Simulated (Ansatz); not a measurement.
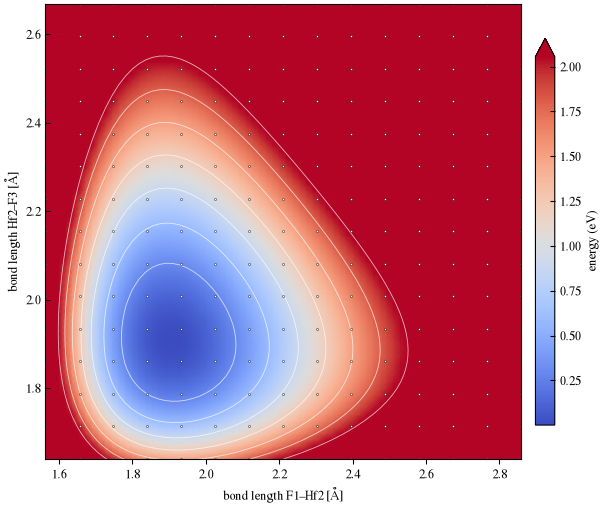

ClF3Hf, SMILES [F][Hf]([F])([F])[Cl]. First axis: bond length F1–Hf2. Second axis: bond length Hf2–F3. Nothing is relaxed (all other coordinates rigid). The scan uses a 15 × 15 grid. Points are written as (first, second). All energies are given in eV relative to the relaxed molecule at the same level. The reference is spin-restricted, which grows unreliable where a bond is stretched far. Theory: RKS PBE-D4/def2-TZVP (Ansatz 0.2.0).

The picture shows a smooth colour map with a few white contour lines, dots at the grid points, one colour for all values above the top of the scale. Between grid points the surface is interpolated.

> Estimate the position of the minimum and the force constants in these coordinates.

The interpolated minimum is at bond length F1–Hf2 ≈ 1.906 Å, bond length Hf2–F3 ≈ 1.906 Å. The curvatures there are about 26 eV/Å² and 26 eV/Å², with a cross term of about 1 eV/Å². Round the minimum the two coordinates are weakly coupled (coupling 0.05 in units of the two stiffnesses).
